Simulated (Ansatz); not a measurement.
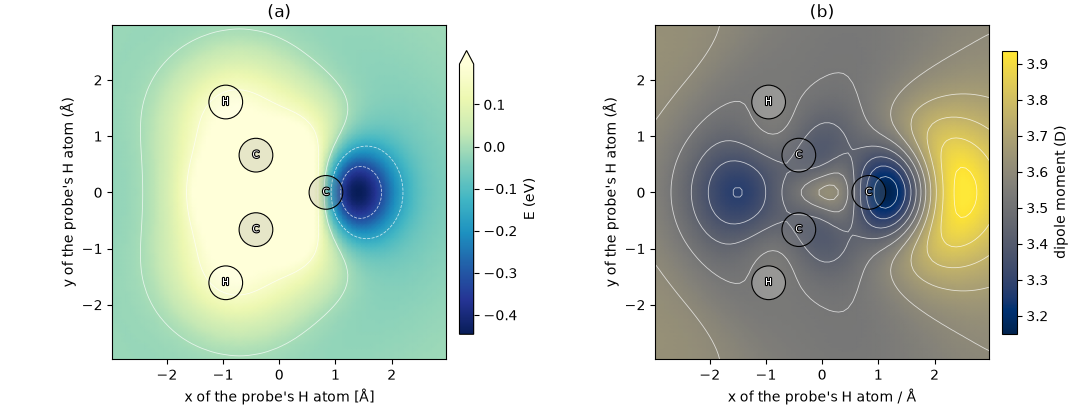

C₃H₂ (SMILES C1=CC=1) with the probe H. The probe is moved over a plane parallel to the molecule's main plane, 1.70 Å above it. The first coordinate is: x of the probe's H atom; the second: y of the probe's H atom. Nothing is relaxed (molecule and probe rigid). The grid has 19 × 19 points; 190 points were computed and 171 follow by symmetry. Points are written as (first, second). Energies are in eV, from molecule and probe far apart, each relaxed in its own basis (no counterpoise correction). Computed with Ansatz, UKS CAM-B3LYP-D4/def2-SVPD.

Panel (a) is the energy and panel (b) the computed dipole moment on the same grid.

Drawn: a smooth colour map with a few white contour lines, labelled circles for the molecule's atoms, projected on the plane, one colour for all values above the top of the scale. Between grid points the surface is interpolated.

How does the dipole moment vary over the map, and what is it at the lowest grid point?

Leaving out the highest fifth of the energies, it runs from 3.17 D at (0.99 Å, 0.00 Å) [nearest 1 C at 1.71 Å] to 3.94 D at (2.64 Å, 0.00 Å) [nearest 1 C at 2.48 Å]. At the lowest grid point, (1.32 Å, 0.00 Å) [nearest 1 C at 1.77 Å], it is 3.19 D.
